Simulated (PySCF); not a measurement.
```yaml
atoms:
  - { symbol: Si, position_ang: [-0.3862, 0.6379, -0.6698] }
  - { symbol: Si, position_ang: [-0.6910, 2.6731, 0.4418] }
  - { symbol: Si, position_ang: [-1.9105, -1.0497, -0.0959] }
  - { symbol: O, position_ang: [1.2330, 0.1951, -0.4633] }
  - { symbol: B, position_ang: [1.7838, -1.0494, -0.3305] }
  - { symbol: O, position_ang: [0.9648, -2.1397, -0.3028] }
  - { symbol: O, position_ang: [3.1312, -1.2078, -0.2191] }
  - { symbol: H, position_ang: [0.2068, 3.7210, -0.1341] }
  - { symbol: H, position_ang: [-2.1137, 3.0955, 0.2560] }
  - { symbol: H, position_ang: [-0.4075, 2.5661, 1.9096] }
  - { symbol: H, position_ang: [-3.2514, -0.3779, -0.0899] }
  - { symbol: H, position_ang: [-1.6665, -1.6178, 1.2663] }
  - { symbol: H, position_ang: [-1.9399, -2.1465, -1.1064] }
  - { symbol: H, position_ang: [1.4487, -2.9640, -0.1938] }
  - { symbol: H, position_ang: [3.5874, -0.3611, -0.2536] }
```

Geometry: PBE0-D3(BJ)/def2-SVP.

Method: UKS B3LYP, IGLO-III on B O Si, pcH-1 on H, non-relativistic, mean-field spin-orbit, GIAO in PySCF 2.14.0, density-fitted response routines.

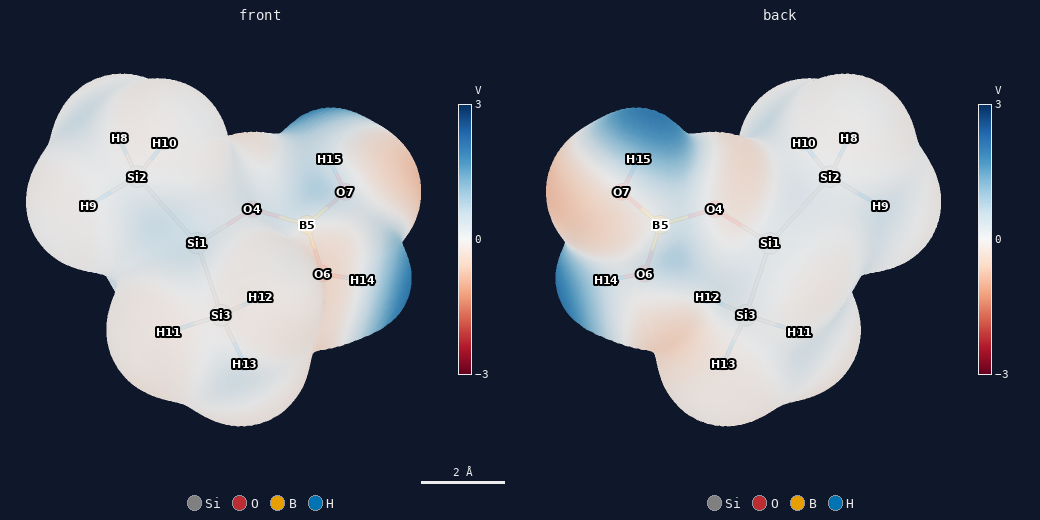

BH$_{8}$O$_{3}$Si$_{3}$ (SMILES OB(O)O[Si]([SiH3])[SiH3]) (doublet). The electrostatic potential painted on the density surface at 0.001 e/bohr³, seen from the front and from behind; the colour scale runs from red (negative) to blue (positive).

Which sites attract a positive test charge, and which a negative one?

Answer. A positive charge is drawn to the negative regions and a negative charge to the positive ones. The most negative region (about −0.8 V, or −18 kcal/mol for a unit charge) lies over O7, the most positive (about +2.0 V, or +46 kcal/mol for a unit charge) over H14 and H15.
